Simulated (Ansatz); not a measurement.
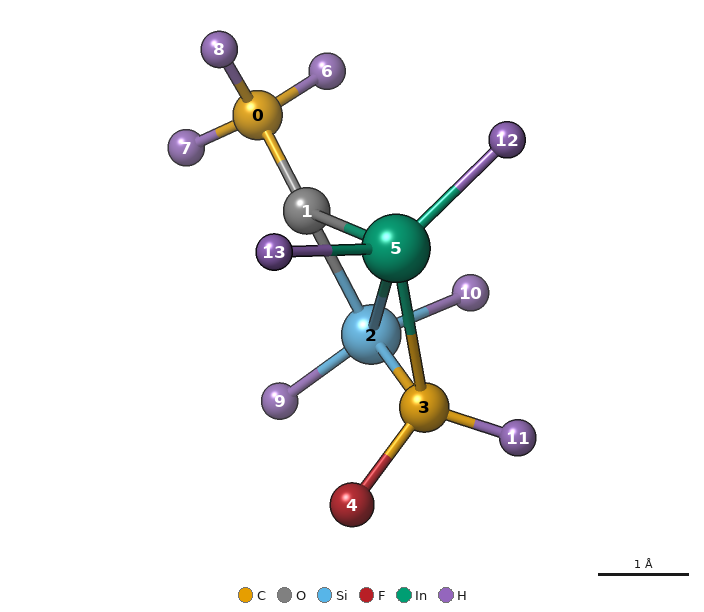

The picture shows the input geometry. Atoms are numbered from 0, in the order of the input.

Ansatz 0.2.0 input:

```yaml
crystal:
  periodic: [false, false, false]
  atoms:
    - {symbol: C, position_ang: [-0.172306, -2.031080, 0.657257]}
    - {symbol: O, position_ang: [0.019826, -0.662695, 0.354213]}
    - {symbol: Si, position_ang: [0.622523, -0.080248, -1.108024]}
    - {symbol: C, position_ang: [0.429783, 1.743650, -0.805304]}
    - {symbol: F, position_ang: [1.642066, 2.378141, -0.499341]}
    - {symbol: In, position_ang: [-0.870195, 1.554252, 0.997608]}
    - {symbol: H, position_ang: [-0.907378, -2.480454, -0.017406]}
    - {symbol: H, position_ang: [0.770716, -2.579830, 0.577488]}
    - {symbol: H, position_ang: [-0.537014, -2.110080, 1.681467]}
    - {symbol: H, position_ang: [2.010054, -0.581515, -1.287548]}
    - {symbol: H, position_ang: [-0.259657, -0.605686, -2.187391]}
    - {symbol: H, position_ang: [-0.044101, 2.285507, -1.627122]}
    - {symbol: H, position_ang: [-2.558725, 1.303609, 0.739987]}
    - {symbol: H, position_ang: [-0.145601, 1.866421, 2.524108]}
basis:
  gaussian: {orbitals: x2c-TZVPPall, nuclear_model: gaussian}
hamiltonian: {xc: {name: rPW86-PBE}, dispersion: d4}
output: {forces: true}
```

It was started with:

```sh
ansatz run in.yaml --threads 2 --pin off --events-out ev --progress --plain --max-ram 22528MiB --backend cuda --devices 0, --max-vram 18GiB
```

Output:

```
Functional definition: rPW86-PBE
  name "rPW86-PBE"
  cite "Murray, Lee & Langreth, J. Chem. Theory Comput. 5, 2754 (2009) doi:10.1021/ct900365q"
  cite "Perdew, Burke & Ernzerhof, Phys. Rev. Lett. 77, 3865 (1996) doi:10.1103/PhysRevLett.77.3865"
  parent pbe
  exchange = rpw86_x
  correlation = pbe_c
1994 factors; their error is unknown
mean field evaluation 1: about -174945.7831 eV, gradient 8.3e1 eV
mean field evaluation 2: about -174895.3950 eV, gradient 1.7e2 eV
mean field evaluation 4: about -174959.4287 eV, gradient 1.6e1 eV
mean field evaluation 8: about -174959.9378 eV, gradient 2.5e-1 eV
mean field evaluation 16: about -174959.9000 eV, gradient 7.7e-3 eV
mean field -174959.90001789 eV, -6429.6577335777 hartree, gradient 2.6e-5 eV, S^2 0.000000; 0 other end points of the search recorded, 0 dependent functions left out
the calculation of the forces begins
reference -174959.90016354 eV, -6429.6577389302 hartree; 50, 50 occupied and 288, 288 virtual orbitals, 1994 factors
Total energy: -174960.29822585 eV, -6429.6723674505 hartree
Relativity: scalar
Atom 0 at    -0.172306    -2.031080     0.657257 Å, force    -0.100713    -0.603581     0.175438 eV/Å
Atom 1 at     0.019826    -0.662695     0.354213 Å, force    -0.038896     0.418069     0.300441 eV/Å
Atom 2 at     0.622523    -0.080248    -1.108024 Å, force     0.221271    -0.000687    -0.572113 eV/Å
Atom 3 at     0.429783     1.743650    -0.805304 Å, force    -0.510090    -0.195592    -0.420249 eV/Å
Atom 4 at     1.642066     2.378141    -0.499341 Å, force     0.852552     0.455302     0.210111 eV/Å
Atom 5 at    -0.870195     1.554252     0.997608 Å, force    -0.229200     0.122065     0.228516 eV/Å
Atom 6 at    -0.907378    -2.480454    -0.017406 Å, force    -0.079350    -0.073540    -0.065274 eV/Å
Atom 7 at     0.770716    -2.579830     0.577488 Å, force     0.092624    -0.080003    -0.004857 eV/Å
Atom 8 at    -0.537014    -2.110080     1.681467 Å, force    -0.037435    -0.026947     0.101928 eV/Å
Atom 9 at     2.010054    -0.581515    -1.287548 Å, force     0.058699    -0.025463    -0.009512 eV/Å
Atom 10 at    -0.259657    -0.605686    -2.187391 Å, force    -0.031741    -0.034801    -0.050575 eV/Å
Atom 11 at    -0.044101     2.285507    -1.627122 Å, force    -0.067241     0.054745    -0.077251 eV/Å
Atom 12 at    -2.558725     1.303609     0.739987 Å, force    -0.232293    -0.043223    -0.022775 eV/Å
Atom 13 at    -0.145601     1.866421     2.524108 Å, force     0.101813     0.033656     0.206171 eV/Å
Dipole moment:    -0.149787    -0.528465    -0.127336 e Å
```

Self-consistency was reached.
